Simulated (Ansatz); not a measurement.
# Stack of 2H-MoS2 under Sc2COF MXene, upper layer turned by 180° in a perpendicular field, part 2 of 3

Aim: how the stack of 2H-MoS2 under Sc2COF MXene, upper layer turned by 180° screens a field along its normal, and what the field does to its bands. A positive field points along +c.

Ansatz 0.2.0; plane-wave DFT, r2SCAN-D4, Ansatz PAW.

So far. Step 2 (Relaxation): The lattice constant a goes from 3.203 to 3.213 Å.

### Step 3. Atoms held, field 0

A sawtooth potential applies the field, turning back in the middle of the vacuum. With the dipole correction the typed value is the field outside the slab. The induced dipole is small, so the SCF threshold is tight.

The cell differs from the one that the last finished run ended in (c 52.580 → 28.735 Å).

Contents of input.yaml:

```yaml
crystal:
  lattice:
    - [3.2125036297, 0.0, 0.0]
    - [-1.6062518148, 2.782109753, 0.0]
    - [0.0, 0.0, 28.734700513]
  atoms:
    - { symbol: S, position: [0.3333333333, 0.6666666667, 0.3132101549] }
    - { symbol: Mo, position: [0.0, 0.0, 0.3668658507] }
    - { symbol: S, position: [0.3333333333, 0.6666666667, 0.4204850619] }
    - { symbol: F, position: [0.0, 0.0, 0.5189678087], spin: -0.01 }
    - { symbol: Sc, position: [0.6666666667, 0.3333333333, 0.5592509111], spin: -0.09 }
    - { symbol: C, position: [0.3333333333, 0.6666666667, 0.6021636369], spin: -0.62 }
    - { symbol: Sc, position: [0.0, 0.0, 0.6613211999] }
    - { symbol: O, position: [0.6666666667, 0.3333333333, 0.6867898451], spin: -0.04 }
magnetization:
  spin_polarized: true
kpoints:
  mp_grid: { grid: [18, 18, 1] }
  band_path:
    path: [[0, 0, 0], [0.5, 0, 0], [0.33333333, 0.33333333, 0], [0, 0, 0]]
    npoints: 16
hamiltonian:
  xc: r2scan
  dispersion: d4
scf:
  occupations: { method: fermi_dirac, width: 0.05 }
  convergence: { dr2_threshold: 1.0e-10 }
efield:
  axis: 3
  dipole_correction: true
  ramp_position: 0.97
  ramp_width: 0.06
  amplitude: 0
output:
  dos: { projected: true, e_range: [-6, 5] }
  bader: true
  write_potential: true
  write_density: true
  volumetric_format: npy
  elf: true
```

Command:

```bash
ansatz run input.yaml --threads 4 --pin off --max-ram 12288MiB --backend cpu --events-out ev --progress --plain --runs-dir out
```

Numbers of over 12 decimals in the logs are rounded to 6 here.

Output:

```text
[...]
Crystal: 8 atoms, lattice volume = 256.817 Å³
Basis set: ecut = 500 eV, 6483 PW (Γ), exchange–correlation on 96×96×864 points (64 copies of the dense FFT grid, shifted against one another)
Bands: 41, of which v1, the nominal top of the filled ones, is band 33 counted from 1 (32 counted from 0)
Symmetry: 6 space group operations
k-points: 37 of 324 (time reversal used)
[...]
Starting moments: Σ|m| = 0.76 μB on 4 of 8 sites
[...]
SCF iter   1: F=—  HF=-12690.213654 eV  |F-HF|=—  |Δ(HF+E_count)|=         —  Δρ=4.05e-2 (↑4.05e-2 ↓3.68e-2)  dr2=6.31e1  dr2_τ=3.86e-1  dr2_m=4.57e-2  M=-0.146 μB ∫|m|=0.280 μB  β_m=0.37  ethr=3.10e-3  p=-0.000 e·Å  D=-1.62e-9 V/Å  ΔV_dip=0.00 eV  dr2_dipole=1.50e1  V_vac-E_F(+/−)=6.72/6.72 eV  ⟨swp⟩=8.4  Hψ=14618  notcnv=0  defer=3
[...]
efield: sawtooth ramp at fractional position 0.9700 (set: `efield.ramp_position`, or a place that a band, a saddle search or an elastic batch's reference lends), width 0.0600; the density the first Hamiltonian is built on has a dipole p = -0.000 e·Å; the dipole correction subtracts the counter field D = -1.62e-9 V/Å, which shifts the + side's vacuum level by +0.00 eV against the − side's; the planar-averaged density in the ramp window peaks in size at 1.1e-6 e/Å³
[...]
SCF iter   2: F=—  HF=-12695.673067 eV  |F-HF|=—  |Δ(HF+E_count)|=    5.46e0  Δρ=2.10e-2 (↑2.10e-2 ↓2.02e-2)  dr2=2.04e1  dr2_τ=5.06e-2  dr2_m=6.79e-3  M=-0.365 μB ∫|m|=0.403 μB  β_m=0.30  ethr=3.10e-3  p=-0.034 e·Å  D=-2.39e-2 V/Å  ΔV_dip=0.69 eV  dr2_dipole=4.09e0  V_vac-E_F(+/−)=7.02/6.33 eV  ⟨swp⟩=3.9  Hψ=8053  notcnv=0  defer=145  κ⁻¹=1.0e0(r=1)
[...]
SCF iter  21: F=-12700.069023 eV  HF=-12700.069023 eV  |F-HF|=1.24e-9  |Δ(HF+E_count)|=  1.84e-10  Δρ=4.58e-8 (↑4.54e-8 ↓4.58e-8)  dr2=1.09e-11  dr2_τ=2.52e-13  dr2_m=7.17e-13  M=-1.000 μB ∫|m|=1.046 μB  ethr=1.00e-12  p=-0.076 e·Å  D=-5.32e-2 V/Å  ΔV_dip=1.53 eV  dr2_dipole=1.46e-14  V_vac-E_F(+/−)=6.69/5.16 eV  ⟨swp⟩=2.8  Hψ=5426  notcnv=0
SCF 1 converged in 21 iterations: F = -12700.069023 eV  dr2 = 1.09e-11
[...]
this state was not tested for a lower state beside it, because the mixer in use, unlike msr1, does not test its closes by its own steps (another_mixer; see scf.mixing.algorithm and scf.lower_state_search)
NSCF: frozen V_eff on 49 k-points
efield: sawtooth ramp at fractional position 0.9700 (kept from the solve that this one continues, or follows in the run), width 0.0600; the density the first Hamiltonian is built on has a dipole p = -0.076 e·Å; the dipole correction subtracts the counter field D = -5.32e-2 V/Å, which shifts the + side's vacuum level by +1.53 eV against the − side's; the planar-averaged density in the ramp window peaks in size at 8.1e-7 e/Å³
SCF converged after 21 iterations
Magnetization: -0.9995 μB (32.0002 up, 32.9998 down)
Absolute magnetization: 1.0489 μB (∫|ρ↑−ρ↓|, with the PAW one-centre terms)
[...]
Per-site moments (μB) at R_I (Å): [(-9.980600661569568e-6, 0.994899), (-6.094757467453615e-5, 0.994623), (-0.00051234, 0.994623), (-0.00985658, 0.901850), (-0.089986, 0.901850), (-0.618361, 0.918733), (0.00177178, 0.822484), (-0.039485, 0.822484)]
Free energy (F): -12700.069023 eV
[...]
Internal energy: -12700.062134 eV  (E = F + TS)
E sigma→0 (E₀):  -12700.065579 eV
Entropy (-TS):   -0.006889 eV (-0.861 meV/atom)
Fermi energy:    1.282416 eV
Dipole field:    D = -0.053218 V/Å  (p = -0.075530 e·Å, saw-weighted, corrected)
Work function:   Φ+ = 6.6905 eV   Φ− = 5.1613 eV
Levels:          The Fermi level and band energies are counted from a zero that moves with the ramp; work functions are not
[...]
--- Band table (eV; the first three rows and the last of 74) ---
  k-point 0 ↑: bands = [... 29 lower, 0.2144, 0.4991, 2.3416, 2.3416, 3.1177, 3.1177, 3.4080, 3.4080, ... 4 higher]
  k-point 1 ↑: bands = [... 29 lower, 0.2369, 0.4683, 2.2295, 2.3153, 3.0607, 3.2032, 3.2898, 3.3531, ... 4 higher]
  k-point 2 ↑: bands = [... 29 lower, 0.2430, 0.3969, 1.9314, 2.2445, 2.9712, 3.0277, 3.2059, 3.4306, ... 4 higher]
  k-point 36 ↓: bands = [... 29 lower, -1.0833, -0.1771, 0.0125, 0.1937, 1.8546, 3.5867, 3.9425, 4.6447, ... 4 higher]
--- Bader charges: 8 sites ---
  site symbol  charge [e]  shift [e]    m [muB]
     0      S     -0.6659     0.0008     0.0000
     1     Mo      1.3319     0.0016    -0.0001
     2      S     -0.6596     0.0008    -0.0006
     3      F     -0.8222     0.0001    -0.0102
     4     Sc      1.8754     0.0001    -0.1276
     5      C     -1.7234     0.0002    -0.8188
     6     Sc      1.9652     0.0016    -0.0014
     7      O     -1.3014     0.0017    -0.0408
  estimated error of the sums over rays = 4.6e-4 e
```

Run time: 1.9 min. Hardware: 4 threads of Arm Neoverse V2, shared host; peak memory 1.8 GiB; 7.6 min of CPU time.

Reading the cycles: dr2 is the Hartree energy of the density residual (eV), the measure of convergence; HF is the Harris–Foulkes estimate of the energy, which meets the free energy F at convergence.

Numbers from this step:

```yaml
energy_at_zero_smearing: -12700.0656 eV
site_moments: -9.98e-6, -6.09e-5, -5.12e-4, -0.009857, -0.08999, -0.6184, 0.001772, -0.03949 μB
work_function_upper_face: 6.691 eV
work_function_lower_face: 5.161 eV
dipole_along_the_normal: -0.07553 e·Å
step_between_the_vacuum_levels: 1.529 eV
```

Running mean over a fixed 2.5 Å (it still follows the layers) of the planar mean; the ramp of the sawtooth is left out. Electron's electrostatic potential energy less the Fermi level against z:

```tsv
z (Å)	electron's electrostatic potential energy less the Fermi level (eV)
4	5.16
6	5.14
8	0.0812
10	-11.8
12	-6.45
14	0.907
16	-8.24
18	-6.01
20	-3.16
22	6.60
24	6.69
```

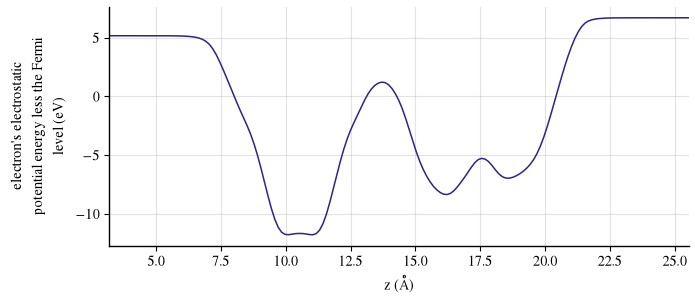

Electron's electrostatic potential energy less the Fermi level against z.

The density of states has structure finer than the step of the table below, so its rows give means over 0.25 eV, whole bins alone (the curve runs from -6 to 1.99 eV). Peaks (eV: height): total -4.370: 14.3, -3.130: 10.7, -3.020: 10.1, -2.910: 9.89, -2.420: 15.1, 1.250: 11.2, 1.550: 10.6; up -4.370: 7.13, -3.130: 5.74, -2.910: 6.07, -2.420: 12.0, -1.670: 5.54, 1.250: 5.63, 1.550: 5.28; down -4.370: 7.20, -3.020: 5.41, -2.610: 5.80, -2.110: 5.43, -1.310: 6.49, 1.220: 5.65, 1.550: 5.34.

Table of density of states by energy, zero at the Fermi level; means over each step; values in states/eV a cell:

```tsv
energy (eV)	total	up	down
-5.75	1.49	0.745	0.747
-5.50	0.809	0.406	0.403
-5.25	1.92	0.957	0.960
-5.00	5.61	2.82	2.79
-4.75	1.83	0.919	0.910
-4.50	2.56	1.27	1.29
-4.25	4.44	2.22	2.21
-4.00	2.84	1.15	1.69
-3.75	3.98	1.75	2.23
-3.50	5.76	3.09	2.67
-3.25	5.97	2.61	3.36
-3.00	7.89	3.64	4.25
-2.75	7.61	3.96	3.65
-2.50	6.93	4.55	2.39
-2.25	3.43	1.05	2.39
-2.00	2.83	0.889	1.94
-1.75	4.89	2.90	1.99
-1.50	3.94	2.22	1.71
-1.25	4.30	1.18	3.12
-1.00	5.13	2.48	2.66
-0.75	3.27	1.20	2.07
-0.50	1.39	0.590	0.797
-0.25	0.976	0.704	0.271
0.00	0.859	0.859	0
0.25	0.990	0.990	0
0.50	1.49	1.48	0.0126
0.75	1.18	0.964	0.212
1.00	1.17	0.770	0.401
1.25	4.93	2.46	2.47
1.50	4.29	2.14	2.15
1.75	4.38	2.19	2.19
```

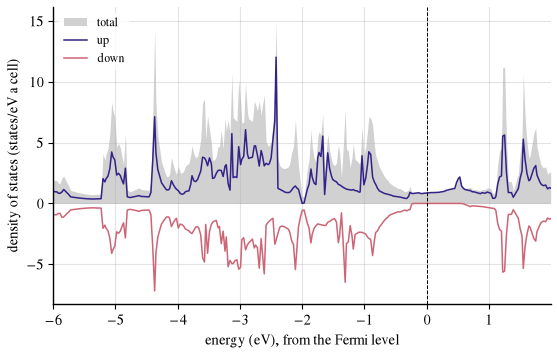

Density of states against energy. Down spins are drawn negative.

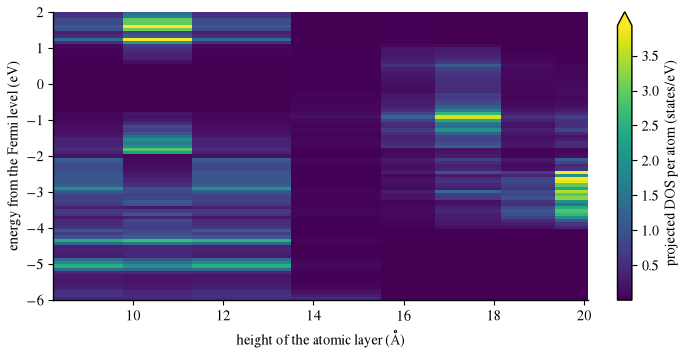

Projected DOS per atom over height of the atomic layer and energy from the Fermi level. Layers: S Mo S F Sc C Sc O from below.

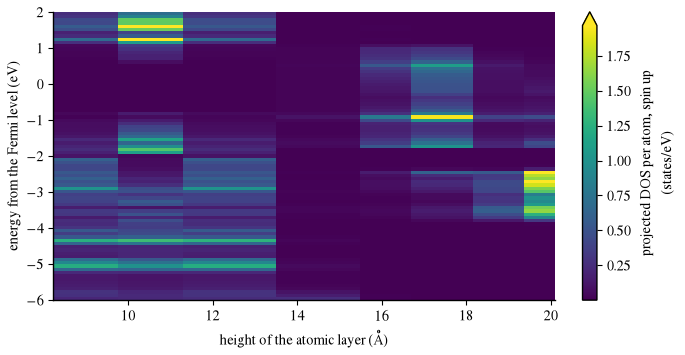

Projected DOS per atom, spin up over height of the atomic layer and energy from the Fermi level. Layers: S Mo S F Sc C Sc O from below.

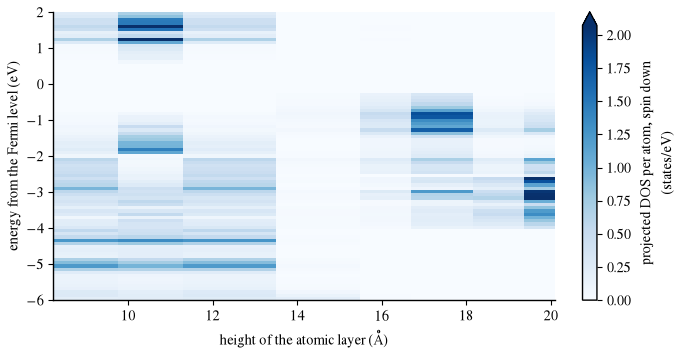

Projected DOS per atom, spin down over height of the atomic layer and energy from the Fermi level. Layers: S Mo S F Sc C Sc O from below.

Deep bands are left out, so band numbers here count from the lowest band kept and differ from the log's. Electronic bands along the path, in eV, zero at the Fermi level; # counts the bands kept:

```tsv
point	up #14	up #15	up #16	up #17	down #14	down #15	down #16	down #17
Γ	-0.78	1.06	1.06	1.84	-0.82	-0.24	-0.24	1.83
M	-1.64	-0.95	0.53	1.23	-1.66	-1.30	-0.86	1.23
K	-1.09	-1.06	-0.30	0.57	-1.46	-1.27	-1.09	0.57
Γ	-0.78	1.06	1.06	1.84	-0.82	-0.24	-0.24	1.83
```

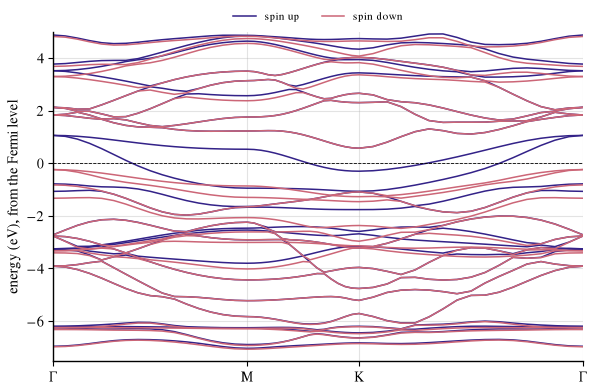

Electronic bands along the path; the two colours are the two spins.

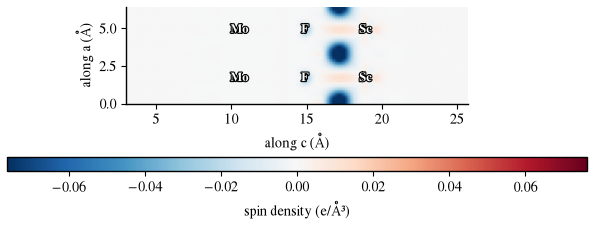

Spin density in the ca plane at fractional y = 1.000, with atoms of Mo and F and Sc within 0.2 Å of it. The map starts off the cell's origin, so that atoms lie inside it. The far vacuum is left out of the map.

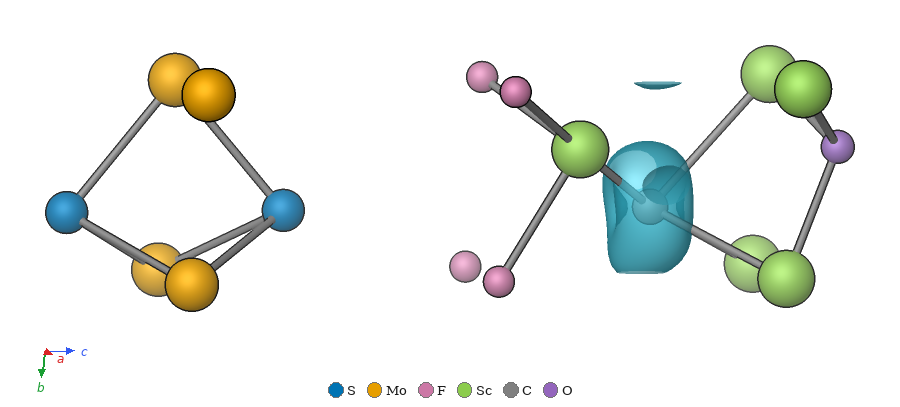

Surface of spin density = −0.096 e/Å³, which holds about 50 % of the integral of its size. Bonds to atoms that aren't drawn are left out.

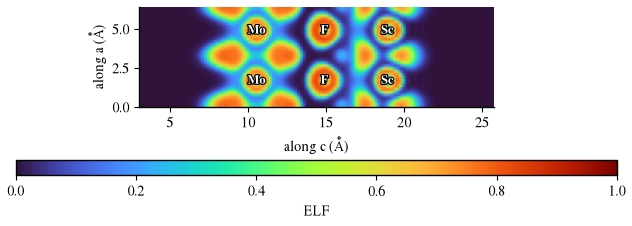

ELF in the ca plane at fractional y = 1.000, with atoms of Mo and F and Sc within 0.2 Å of it. It is the smooth field of the valence electrons, not physical close to the nuclei. The map starts off the cell's origin, so that atoms lie inside it. The far vacuum is left out of the map.

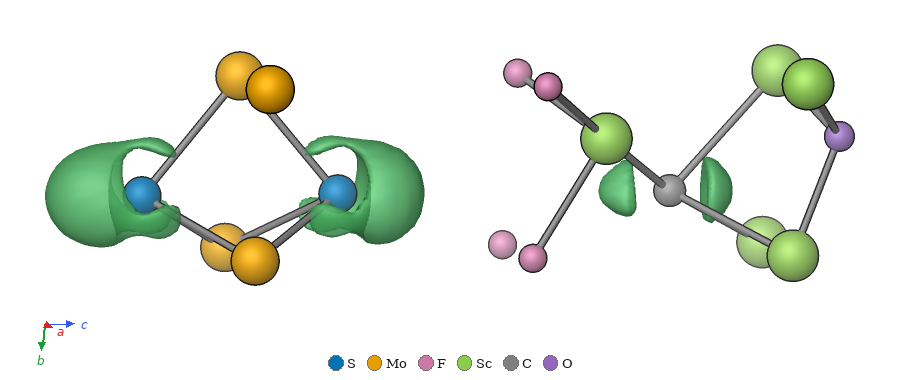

Surface of ELF = 0.85. Bonds to atoms that aren't drawn are left out.

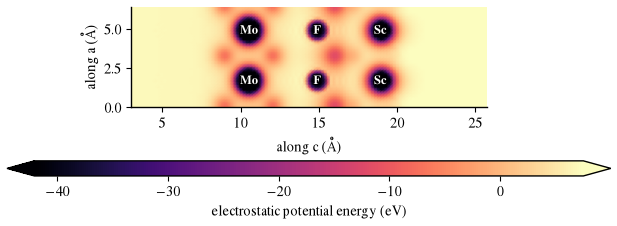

Electrostatic potential energy in the ca plane at fractional y = 1.000, with atoms of Mo and F and Sc within 0.2 Å of it. With pseudopotentials it is smooth inside the atoms' cores, unlike the true potential. The map starts off the cell's origin, so that atoms lie inside it. The far vacuum is left out of the map.

The work function of the upper face is 6.69 eV.

### Step 4. Atoms held, field 0.1 V/Å

Edit input.yaml of step 3 so:

```diff
@@ -32,6 +32,4 @@
   ramp_width: 0.06
-  amplitude: 0
+  amplitude: 0.1
 output:
-  dos: { projected: true, e_range: [-6, 5] }
-  bader: true
   write_potential: true
@@ -39,2 +37 @@
   volumetric_format: npy
-  elf: true
```

Output:

```text
[...]
Crystal: 8 atoms, lattice volume = 256.817 Å³
Basis set: ecut = 500 eV, 6483 PW (Γ), exchange–correlation on 96×96×864 points (64 copies of the dense FFT grid, shifted against one another)
Bands: 41, of which v1, the nominal top of the filled ones, is band 33 counted from 1 (32 counted from 0)
Symmetry: 6 space group operations
[...]
k-point 0 ↑: bands = [... 29 lower, 0.2137, 0.4618, 2.4074, 2.4074, 3.0071, 3.0071, 3.2974, 3.2974, ... 4 higher]
  k-point 1 ↑: bands = [... 29 lower, 0.2165, 0.4511, 2.2954, 2.3813, 2.9499, 3.0925, 3.1793, 3.2426, ... 4 higher]
  k-point 2 ↑: bands = [... 29 lower, 0.1560, 0.4471, 1.9974, 2.3112, 2.8587, 2.9192, 3.0952, 3.3201, ... 4 higher]
  k-point 36 ↓: bands = [... 29 lower, -0.9895, -0.1051, 0.0828, 0.1003, 1.7442, 3.4775, 3.8322, 4.7084, ... 4 higher]
[key lines of the parts left out:]
SCF converged after 23 iterations
Magnetization: -0.9996 μB (32.0002 up, 32.9998 down)
Free energy (F): -12700.064004 eV
Fermi energy:    1.356072 eV
Dipole field:    D = -0.017494 V/Å  (p = -0.024828 e·Å, saw-weighted, corrected)
```

Elapsed: 2 min, on 4 threads; peak memory 1.8 GiB; 7.9 min of CPU time.

The dipole is -0.0248 e·Å, 0.0507 e·Å from its value without field.

### Step 5. Single point, field -0.1 V/Å

Edit input.yaml of step 4 so:

```diff
@@ -32,3 +32,3 @@
   ramp_width: 0.06
-  amplitude: 0.1
+  amplitude: -0.1
 output:
```

Output:

```text
[...]
Crystal: 8 atoms, lattice volume = 256.817 Å³
Basis set: ecut = 500 eV, 6483 PW (Γ), exchange–correlation on 96×96×864 points (64 copies of the dense FFT grid, shifted against one another)
Bands: 41, of which v1, the nominal top of the filled ones, is band 33 counted from 1 (32 counted from 0)
Symmetry: 6 space group operations
[...]
k-point 1 ↑: bands = [... 29 lower, 0.1993, 0.5438, 2.1627, 2.2484, 3.1712, 3.3136, 3.4007, 3.4641, ... 4 higher]
  k-point 2 ↑: bands = [... 29 lower, 0.2522, 0.4244, 1.8645, 2.1769, 3.0819, 3.1381, 3.3164, 3.5415, ... 4 higher]
  k-point 36 ↓: bands = [... 29 lower, -1.1775, -0.2501, -0.0757, 0.3042, 1.9651, 3.6956, 4.0527, 4.5800, ... 4 higher]
[key lines of the parts left out:]
SCF converged after 21 iterations
Magnetization: -0.9995 μB (32.0003 up, 32.9997 down)
Free energy (F): -12700.079107 eV
Fermi energy:    1.207852 eV
Dipole field:    D = -0.088886 V/Å  (p = -0.126152 e·Å, saw-weighted, corrected)
```

Wall time 1.7 min (4 threads); peak memory 1.8 GiB.

The dipole is -0.126 e·Å, -0.0506 e·Å from its value without field.

### Step 6. Atoms held, field 0.5 V/Å

Edit input.yaml of step 5 so:

```diff
@@ -32,3 +32,3 @@
   ramp_width: 0.06
-  amplitude: -0.1
+  amplitude: 0.5
 output:
```

Output:

```text
[...]
Crystal: 8 atoms, lattice volume = 256.817 Å³
Basis set: ecut = 500 eV, 6483 PW (Γ), exchange–correlation on 96×96×864 points (64 copies of the dense FFT grid, shifted against one another)
Bands: 41, of which v1, the nominal top of the filled ones, is band 33 counted from 1 (32 counted from 0)
Symmetry: 6 space group operations
[...]
k-point 1 ↑: bands = [... 29 lower, -0.0063, 0.5349, 2.3962, 2.4822, 2.6812, 2.8238, 2.9109, 2.9769, ... 4 higher]
  k-point 2 ↑: bands = [... 29 lower, -0.1027, 0.5691, 2.0986, 2.4138, 2.5764, 2.6624, 2.8250, 3.0563, ... 4 higher]
  k-point 36 ↓: bands = [... 29 lower, -0.7927, -0.1806, 0.0081, 0.2667, 1.4830, 3.2080, 3.5645, 4.8017, ... 4 higher]
[key lines of the parts left out:]
SCF converged after 19 iterations
Magnetization: -1.0092 μB (31.9954 up, 33.0046 down)
Free energy (F): -12700.097020 eV
Fermi energy:    1.471862 eV
Dipole field:    D = 0.138263 V/Å  (p = 0.196231 e·Å, saw-weighted, corrected)
```

Run time: 1.7 min. Hardware: 4 threads; peak memory 1.8 GiB.

The dipole is 0.196 e·Å, 0.272 e·Å from its value without field.

### Step 7. Single point, field -0.3 V/Å

Edit input.yaml of step 6 so:

```diff
@@ -32,4 +32,6 @@
   ramp_width: 0.06
-  amplitude: 0.5
+  amplitude: -0.3
 output:
+  dos: { projected: true, e_range: [-6, 5] }
+  bader: true
   write_potential: true
@@ -37 +39,2 @@
   volumetric_format: npy
+  elf: true
```

Output:

```text
[...]
Crystal: 8 atoms, lattice volume = 256.817 Å³
Basis set: ecut = 500 eV, 6483 PW (Γ), exchange–correlation on 96×96×864 points (64 copies of the dense FFT grid, shifted against one another)
Bands: 41, of which v1, the nominal top of the filled ones, is band 33 counted from 1 (32 counted from 0)
Symmetry: 6 space group operations
[...]
0      S     -0.6521     0.0008     0.0000
     1     Mo      1.3320     0.0016    -0.0003
     2      S     -0.6706     0.0008    -0.0008
     3      F     -0.8190     0.0001    -0.0106
     4     Sc      1.8811     0.0001    -0.1265
     5      C     -1.7252     0.0002    -0.8205
     6     Sc      1.9641     0.0016    -0.0022
     7      O     -1.3103     0.0017    -0.0380
  estimated error of the sums over rays = 4.6e-4 e
[key lines of the parts left out:]
SCF converged after 22 iterations
Magnetization: -0.9991 μB (32.0004 up, 32.9996 down)
Free energy (F): -12700.114470 eV
Fermi energy:    1.060893 eV
Dipole field:    D = -0.160415 V/Å  (p = -0.227672 e·Å, saw-weighted, corrected)
```

Elapsed: 2 min, on 4 threads; peak memory 1.8 GiB.

The dipole is -0.228 e·Å, -0.152 e·Å from its value without field.

(Continued in part 3 of 3.)

[Logs are printed without paths, hosts, clocks, repeated set-up lines and the standing remarks that a program may print on its own settings, such as how far it seeks lower states.]

[Hosts, paths, dates, database ids (printed as entryN), source tags and the programs' standing remarks are cut or masked in the printed files.]

[Maps of the electrostatic potential energy from Ansatz leave out the sawtooth potential of an applied field or a dipole correction, so their vacuum need not be flat; planar profiles and work functions include it.]
